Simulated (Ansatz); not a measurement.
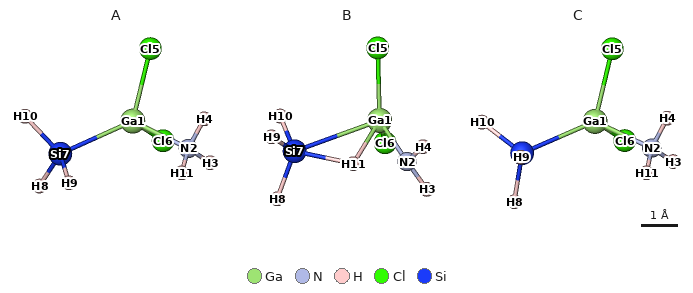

3 geometries from a converged minimum-energy path of GaSiNH6Cl2, shuffled. A ball-and-stick model, seen face on.

Computed with RKS LDA/def2-SVP (Ansatz). Run with 5 movable images; climbing image; force threshold 0.05 eV/Å; iteration limit 60; starting path through a guess of the saddle point.

Question: One of them is the converged climbing image. Which?

Answer: B. In order along the path, whose images run from 0 to 6: B (image 3, +0.75 eV), C (image 5, −1.25 eV), A (image 6, −1.24 eV). Breaking: Si7–H11 (1.53 → 1.78 at the top → 3.66 Å). Forming: Ga1–Si7 (3.15 → 2.66 at the top → 2.37 Å), N2–H11 (2.91 → 1.53 at the top → 1.03 Å).

The run took 2.2 min on 4 threads of Intel(R) Xeon(R) CPU @ 2.60GHz (Ice Lake), on a shared host, peak memory 0.23 GiB.
